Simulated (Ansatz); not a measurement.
**NiGe3: a trial structure relaxed**

The task: take a trial cell of NiGe3 to zero force and stress.

Program: Ansatz 0.2.0. Level of theory: DFT PBE, scalar-relativistic, plane waves, PAW. These are calculated values, not measurements.

### Step 1. The starting structure

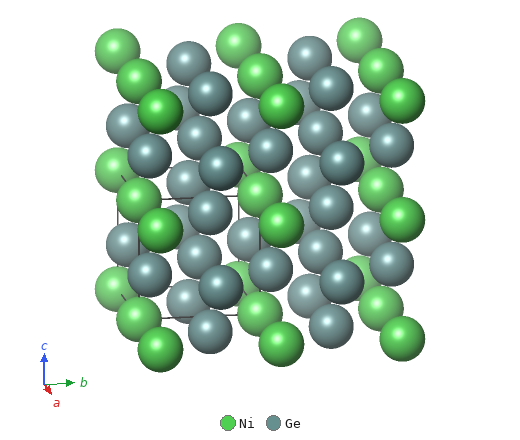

The starting structure, seen slightly off an axis (nickel green, germanium teal). 2×2×2 cells are drawn. Atoms on the faces are drawn again on the opposite ones.

Coordinates:

```cif
data_structure
_symmetry_space_group_name_H-M 'P 1'
_symmetry_Int_Tables_number 1
_cell_length_a 3.8817
_cell_length_b 3.8817
_cell_length_c 3.8817
_cell_angle_alpha 90.000
_cell_angle_beta 90.000
_cell_angle_gamma 90.000
_cell_volume 58.49
loop_
_atom_site_label
_atom_site_type_symbol
_atom_site_fract_x
_atom_site_fract_y
_atom_site_fract_z
_atom_site_occupancy
Ni1 Ni 0.00000 0.00000 0.00000 1
Ge1 Ge 0.00000 0.50000 0.50000 1
Ge2 Ge 0.50000 0.00000 0.50000 1
Ge3 Ge 0.50000 0.50000 0.00000 1
```

A structure generator made this guess: species swapped into a database cell of CuAu3 (Pm-3m, No. 221), with Ni on the Cu sites and Ge on the Au sites. The dimensions are guesses.

### Step 2. Probe: one point on a coarse mesh

input.yaml

```yaml
crystal:
  lattice:
    - [3.88173292, 0.0, 0.0]
    - [0.0, 3.88173292, 0.0]
    - [0.0, 0.0, 3.88173292]
  atoms:
    - { symbol: Ni, position: [0.0, 0.0, 0.0], spin: 2.0 }
    - { symbol: Ge, position: [0.0, 0.5, 0.5] }
    - { symbol: Ge, position: [0.5, 0.0, 0.5] }
    - { symbol: Ge, position: [0.5, 0.5, 0.0] }
basis:
  ecutwfc: 420
kpoints:
  mp_grid: { grid: [4, 4, 4] }
hamiltonian:
  xc: pbe
scf:
  occupations: { method: gaussian, width: 0.1 }
  lower_state_search: "off"
output:
  forces: true
  stress: true
  eigenvalues: true
  populations: true
magnetization:
  spin_polarized: true
```

Started as:

```
$ ansatz run input.yaml --threads 1 --pin off --max-ram 2560MiB --backend cpu --events-out ev --progress --plain --runs-dir out
```

What it wrote (excerpt; [...] marks lines left out):

```text
[...]
SCF converged after 15 iterations
Magnetization: 0.2766 μB (30.1383 up, 29.8617 down)
Absolute magnetization: 0.2880 μB (∫|ρ↑−ρ↓|, with the PAW one-centre terms)
Spin contamination: 0.0006 ħ² per cell (⟨S²⟩ above its minimum at these occupations)
Per-site moments (μB) at R_I (Å): [(0.15211337928105487, 1.1322298640759116), (0.0260599527658145, 1.1322298640759116), (0.026059952765813674, 1.1322298640759116), (0.026059952765814656, 1.1322298640759116)]
Free energy (F): -18723.268796 eV
[...]
E sigma→0 (E₀):  -18723.259006 eV
Entropy (-TS):   -0.019580 eV (-4.895 meV/atom)
Fermi energy:    14.746570 eV
[...]
--- Forces (eV/Å), atoms counted from 1 ---
  atom   1  Ni    -0.00000000     0.00000000    -0.00000000
  atom   2  Ge     0.00000000     0.00000000    -0.00000000
  atom   3  Ge     0.00000000    -0.00000000     0.00000000
  atom   4  Ge     0.00000000     0.00000000     0.00000000
[...]
--- Stress (GPa, compression-positive) ---
       12.917332       0.000000       0.000000
        0.000000      12.917332       0.000000
        0.000000       0.000000      12.917332
  P = ⅓ Tr σ = 12.9173 GPa (129.173 kbar)
--- Band table (eV; the first three rows and the last of 20) ---
[...]
--- Löwdin populations: 4 sites ---
  site symbol       q [e]    m [muB]
     0     Ni     17.4930     0.1415
     1     Ge     14.0809     0.0435
     2     Ge     14.0809     0.0435
     3     Ge     14.0809     0.0435
  spilling = 0.004402 (of n_electrons = 60.000000)
```

Run time: 5.7 s. Hardware: 1 thread of Arm Neoverse V1, shared host; peak memory 0.32 GiB.

By site:

| atom | moment in the atom's sphere (μB) | Löwdin electrons |
| --- | --- | --- |
| Ni1 | 0.15 | 17.49 |
| Ge2 | 0.03 | 14.08 |
| Ge3 | 0.03 | 14.08 |
| Ge4 | 0.03 | 14.08 |

The Löwdin counts miss 0.26 of the 60 electrons, which the atomic orbitals do not span, so they are no charges.

Read-out: pressure 12.9 GPa, largest force 0.00 eV/Å, gap on this mesh none (metal). A guess like this is first relaxed loosely on the coarse mesh.

### Step 3. Rough relaxation on the coarse mesh

Changes to input.yaml since step 2:

```diff
@@ -26 +26,6 @@
   spin_polarized: true
+relax:
+  adjacent_minimum: "off"
+  f_tol: 0.04
+  max_steps: 70
+  cell: { stress_tol: 0.4 }
```

Started as:

```
$ ansatz run input.yaml --threads 1 --pin off --max-ram 2560MiB --backend cpu --events-out ev --progress --plain --runs-dir out
```

What it wrote (excerpt; [...] marks lines left out):

```text
Warning: RAYON_NUM_THREADS=1 ignored (pool sized by the plan → 1); use --threads N
[...]
Pseudopotentials: kind: paw
Pseudopotential: Ni, paw, valence charge 18, recommended cutoff 420 eV (normal), Ni.paw.azcp
Pseudopotential: Ge, paw, valence charge 14, recommended cutoff 420 eV (normal), Ge.paw.azcp
Functional definition: PBE
[...]
Crystal: 4 atoms, lattice volume = 58.489 Å³
Basis set: ecut = 420 eV, 1189 PW (Γ), exchange–correlation on 54×54×54 points (8 copies of the dense FFT grid, shifted against one another)
Bands: 38, of which v1, the nominal top of the filled ones, is band 30 counted from 1 (29 counted from 0)
Symmetry: 48 space group operations
Space group: Pm-3m (ITA 221), of the structure as read, at distance tolerance 3.9e-5 Å
Magnetic group: BNS 221.92 (UNI 1594), of the structure as read, at distance tolerance 3.9e-5 Å
k-points: 10 of 64
[...]
Starting moments: Σ|m| = 2 μB on 1 of 4 sites
[...]
--- Relaxed structure (3 steps of the walk, 3 accepted, 1 SCFs on fresh bases) ---
  F+E_penalty+E_count = -18723.51117790 eV   max|allowed force component| = 9.894e-30 eV/Å   (the final SCF, on the basis selected at the relaxed cell)
  cell:  # Å, volume = 65.2716 Å³
    - [4.026317330683445, 1.4765462906968807e-33, -1.7654357823549661e-34]
    - [1.4765462906968807e-33, 4.026317330683445, 3.209883240645393e-35]
    - [-1.7654357823549661e-34, 3.209883240645393e-35, 4.026317330683445]
  atoms:
    - { symbol: Ni, position: [3.9278708008246913e-35, -7.881582856917223e-36, -2.0673004214871834e-36] }
    - { symbol: Ge, position: [-2.5841255268590387e-35, 0.5, 0.5] }
    - { symbol: Ge, position: [0.5, 8.656820514974814e-36, 0.5] }
    - { symbol: Ge, position: [0.5, 0.5, 1.202744119541488e-49] }
--- Löwdin populations: 4 sites ---
  site symbol       q [e]    m [muB]
     0     Ni     17.4872     0.1714
     1     Ge     14.0885     0.0445
     2     Ge     14.0885     0.0445
     3     Ge     14.0885     0.0445
  spilling = 0.004122 (of n_electrons = 60.000000)
```

It took 17 s on 1 thread of Arm Neoverse V1, shared host; peak memory 0.35 GiB.

Relaxation path:

```
step  energy from step 1 (eV/cell)  largest force component (eV/Å)  pressure (GPa)  volume (Å³)
   1                        0.0000                          0.0000           12.92        58.49
   2                       -0.2385                          0.0000           -0.79        65.74
   3                       -0.2401                          0.0000           -0.17        65.27
   4                       -0.2424                          0.0000           -0.11        65.27
```

Step 1 is the start. Step 4 repeats the geometry before it on a plane-wave basis chosen anew for that cell, so its energy need not be comparable with the rows above.

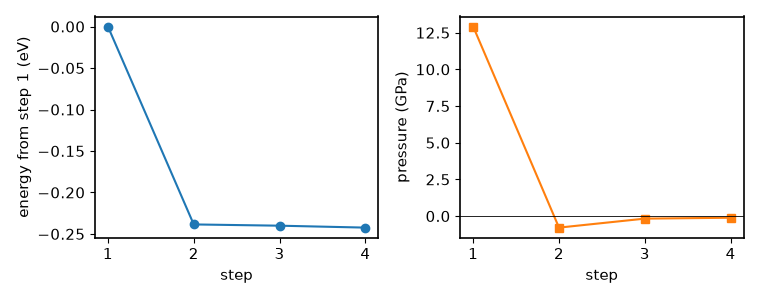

Energy and pressure along the relaxation.

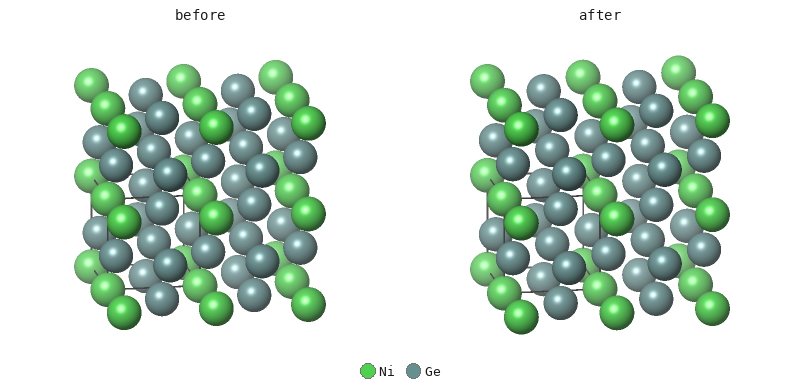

Before and after, at one scale.

|  | before | after | change |
| --- | --- | --- | --- |
| a (Å) | 3.882 | 4.026 | +3.7 % |
| b (Å) | 3.882 | 4.026 | +3.7 % |
| c (Å) | 3.882 | 4.026 | +3.7 % |
| volume (Å³/atom) | 14.62 | 16.32 | +11.6 % |
| shortest distance (Å) | 2.745 | 2.847 | +3.7 % |
| space group (0.01 Å) | Pm-3m | Pm-3m | same |

The run keeps the 48 symmetry operations of the start, so it could not have lowered the symmetry.

Per atom:

| atom | moment in the atom's sphere (μB) | Löwdin electrons |
| --- | --- | --- |
| Ni1 | 0.18 | 17.49 |
| Ge2 | 0.03 | 14.09 |
| Ge3 | 0.03 | 14.09 |
| Ge4 | 0.03 | 14.09 |

The Löwdin counts miss 0.25 of the 60 electrons, which the atomic orbitals do not span, so they are no charges.

### Step 4. Final relaxation

The end of the coarse run is made exact in the group found at a tolerance of 0.06 Å and reduced to its primitive cell.

input.yaml

```yaml
crystal:
  lattice:
    - [4.0263173307, 0.0, 0.0]
    - [0.0, 4.0263173307, 0.0]
    - [0.0, 0.0, 4.0263173307]
  atoms:
    - { symbol: Ni, position: [0.0, 0.0, 0.0], spin: 0.2 }
    - { symbol: Ge, position: [0.0, 0.5, 0.5] }
    - { symbol: Ge, position: [0.5, 0.0, 0.5] }
    - { symbol: Ge, position: [0.5, 0.5, 0.0] }
basis:
  ecutwfc: 420
kpoints:
  mp_grid: { grid: [12, 12, 12] }
hamiltonian:
  xc: pbe
scf:
  occupations: { method: gaussian, width: 0.1 }
output:
  forces: true
  stress: true
  eigenvalues: true
  populations: true
  write_density: true
  write_potential: true
  elf: true
  volumetric_format: npy
magnetization:
  spin_polarized: true
relax:
  adjacent_minimum: "off"
  f_tol: 0.01
  max_steps: 80
  cell: { stress_tol: 0.05 }
```

Started as:

```
$ ansatz run input.yaml --threads 1 --pin off --max-ram 2560MiB --backend cpu --events-out ev --progress --plain --runs-dir out
```

What it wrote (excerpt; [...] marks lines left out):

```text
Warning: RAYON_NUM_THREADS=1 ignored (pool sized by the plan → 1); use --threads N
[...]
Pseudopotentials: kind: paw
Pseudopotential: Ni, paw, valence charge 18, recommended cutoff 420 eV (normal), Ni.paw.azcp
Pseudopotential: Ge, paw, valence charge 14, recommended cutoff 420 eV (normal), Ge.paw.azcp
Functional definition: PBE
[...]
Crystal: 4 atoms, lattice volume = 65.272 Å³
Basis set: ecut = 420 eV, 1309 PW (Γ), exchange–correlation on 54×54×54 points (8 copies of the dense FFT grid, shifted against one another)
Bands: 37, of which v1, the nominal top of the filled ones, is band 30 counted from 1 (29 counted from 0)
Symmetry: 48 space group operations
Space group: Pm-3m (ITA 221), of the structure as read, at distance tolerance 4.0e-5 Å
Magnetic group: BNS 221.92 (UNI 1594), of the structure as read, at distance tolerance 4.0e-5 Å
k-points: 84 of 1728
[...]
Starting moments: Σ|m| = 0.2 μB on 1 of 4 sites
[...]
WARN: the starting moments were not kept: the SCF closed with an absolute magnetisation of 2.7e-6 μB, where they sum to 0.2 μB in size (1 site). That is at most 0.1 of that sum. Measured as dr2_m measures the in/out step, that magnetisation stands 1.2e-11 eV from none, at or under the [...]
        0.000000      -0.003199      -0.000000
       -0.000000      -0.000000      -0.003199
  P = ⅓ Tr σ = -0.0032 GPa (-0.032 kbar)
--- Band table (eV; the first three rows and the last of 168) ---
[...]
--- Relaxed structure (3 steps of the walk, 3 accepted, 1 SCFs on fresh bases) ---
  F+E_penalty+E_count = -18723.57014211 eV   max|allowed force component| = 4.194e-30 eV/Å   (the final SCF, on the basis selected at the relaxed cell)
  cell:  # Å, volume = 65.7077 Å³
    - [4.035265488289517, -6.419766481290786e-35, 1.2839532962581572e-34]
    - [-6.419766481290786e-35, 4.035265488289517, 6.419766481290786e-35]
    - [0.0, 6.419766481290786e-35, 4.035265488289517]
  atoms:
    - { symbol: Ni, position: [-1.2456649964820654e-36, 1.5415104331248203e-36, -2.179913743821791e-37] }
    - { symbol: Ge, position: [2.7404629922124187e-36, 0.5, 0.5] }
    - { symbol: Ge, position: [0.5, -7.00686560513589e-37, 0.5] }
    - { symbol: Ge, position: [0.5, 0.5, 3.114162491374156e-38] }
--- Löwdin populations: 4 sites ---
  site symbol       q [e]    m [muB]
     0     Ni     17.4950    -0.0000
     1     Ge     14.0879     0.0000
     2     Ge     14.0879     0.0000
     3     Ge     14.0879     0.0000
  spilling = 0.004021 (of n_electrons = 60.000000)
```

Wall time 2.2 min (1 thread of Arm Neoverse V1, shared host); peak memory 0.56 GiB.

Relaxation path:

```
step  energy from step 1 (eV/cell)  largest force component (eV/Å)  pressure (GPa)  volume (Å³)
   1                        0.0000                          0.0000            0.57        65.27
   2                       -0.0005                          0.0000           -0.18        65.85
   3                       -0.0007                          0.0000            0.00        65.71
   4                       -0.0008                          0.0000            0.00        65.71
```

Step 1 is the start. Step 4 repeats the geometry before it on a plane-wave basis chosen anew for that cell, so its energy need not be comparable with the rows above.

|  | before | after | change |
| --- | --- | --- | --- |
| a (Å) | 4.026 | 4.035 | +0.2 % |
| b (Å) | 4.026 | 4.035 | +0.2 % |
| c (Å) | 4.026 | 4.035 | +0.2 % |
| volume (Å³/atom) | 16.32 | 16.43 | +0.7 % |
| shortest distance (Å) | 2.847 | 2.853 | +0.2 % |
| space group (0.01 Å) | Pm-3m | Pm-3m | same |

The run keeps the 48 symmetry operations of the start, so it could not have lowered the symmetry.

By site:

| atom | Löwdin electrons |
| --- | --- |
| Ni1 | 17.50 |
| Ge2 | 14.09 |
| Ge3 | 14.09 |
| Ge4 | 14.09 |

The Löwdin counts miss 0.24 of the 60 electrons, which the atomic orbitals do not span, so they are no charges.

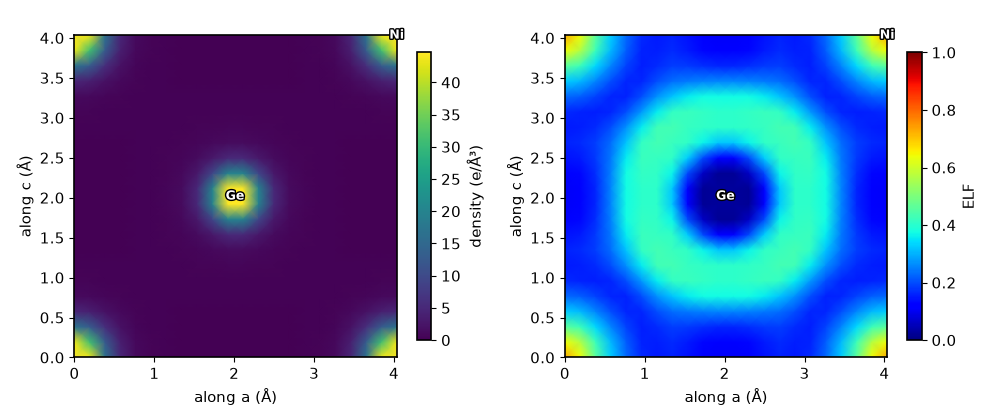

Density (left) and ELF (right) in a lattice plane of the grid's cell (edges 4.04 and 4.04 Å, at 0.000 of the third edge), which holds Ni and Ge. Only atoms in the plane are labelled; the density scale stops at 44.64 e/Å³. Both are smooth fields of the valence electrons: close to the nuclei they are not physical.

### Step 5. Results

| quantity | value |
| --- | --- |
| symmetry at the end (tolerance 0.05 Å) | space group Pm-3m (No. 221) |
| conventional cell | a = 4.035 Å, b = 4.035 Å, c = 4.035 Å, α = 90.00°, β = 90.00°, γ = 90.00° |
| volume | 16.43 Å³/atom |
| energy over the elements | +0.28 eV/atom |
| gap on the mesh | none (metal) |

What this shows: The space group Pm-3m (No. 221) is kept, and the volume per atom grows by 12.3 % from the first guess. The formation energy is positive, so the separate elements lie lower. No finished test with a distortion of lower symmetry is shown, so the end may be a saddle point. Other magnetic orders were not searched.
